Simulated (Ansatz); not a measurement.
# HIn: the cost of one run

All numbers are computed with Ansatz 0.2.0, driven from Python. Level of theory: B3LYP+D3(BJ)/def2-SVP.

**1. Starting point**

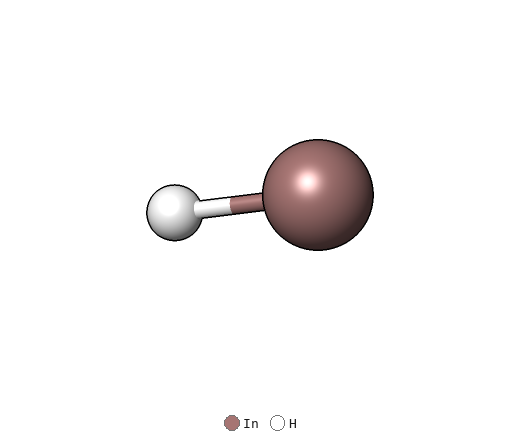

The starting structure, viewed from a chosen angle; indium brown, hydrogen white.

The script holds or builds the structure itself.

**2. The script**

states_hin.py reads:

```python
# -*- coding: utf-8 -*-
"""Does a wider search find a lower mean-field state of HIn?"""

import logging
import sys

import ansatz as az
from ase import Atoms
import numpy as np

logging.basicConfig(stream=sys.stdout, format="%(levelname)s %(message)s")
logger = logging.getLogger("hin")
logger.setLevel(logging.INFO)

SETTINGS = {
    "basis_set": "def2-SVP",
    "functional": "b3lyp",
    "dispersion": "d3bj",
}

atoms = Atoms(["In", "H"], positions=[
    [0.0, 0.0, 0.0],
    [0.0, 0.0, 1.71],
])
system = az.Crystal.molecule_from_ase(atoms)
symbols = [site.symbol for site in system.cartesian_sites]

start = np.array([site.position_ang for site in system.cartesian_sites])
for factor in [1.0, 1.3]:
    xyz = (start - start.mean(axis=0)) * factor
    scaled = az.Crystal.molecule()
    for symbol, place in zip(symbols, xyz):
        scaled = scaled.atom(symbol, place.tolist())
    job = (
        scaled.calculation()
        .basis(gaussian=SETTINGS["basis_set"])
        .functional(SETTINGS["functional"], dispersion=SETTINGS["dispersion"])
        .spin("collinear")
    )
    for search in ("off", "standard"):
        try:
            summary = job.scf(lower_state_search=search).run(threads=1).report
        except az.AnsatzError as error:
            logger.info(f"x{factor} search {search}: {type(error).__name__}")
            continue
        state = summary["mean_field"]["state"]
        logger.info(f"all distances x{factor}, search {search:8s} E = {summary['free_energy_ev']:.5f} eV  <S^2> = {abs(state['spin_squared']):.3f}  other states met: {len(summary['mean_field']['others'])}")
```

**3. The input behind the calls**

The package turns the script's settings into the engine's input (first run):

```yaml
crystal:
  periodic: [false, false, false]
  atoms:
    - { symbol: In, position_ang: [0.0, 0.0, -0.855] }
    - { symbol: H, position_ang: [0.0, 0.0, 0.855] }
basis:
  gaussian:
    orbitals: def2-SVP
hamiltonian:
  xc: b3lyp
  dispersion: d3bj
magnetization:
  spin_polarized: true
scf:
  lower_state_search: "off"
```

**4. Launch**

Run with:

```
> python states_hin.py
```

Q: Estimate wall time and peak memory on 1 thread of AMD EPYC 7B13 (Zen 3), shared host.

About 2.8 s, with a peak of 0.17 GiB.
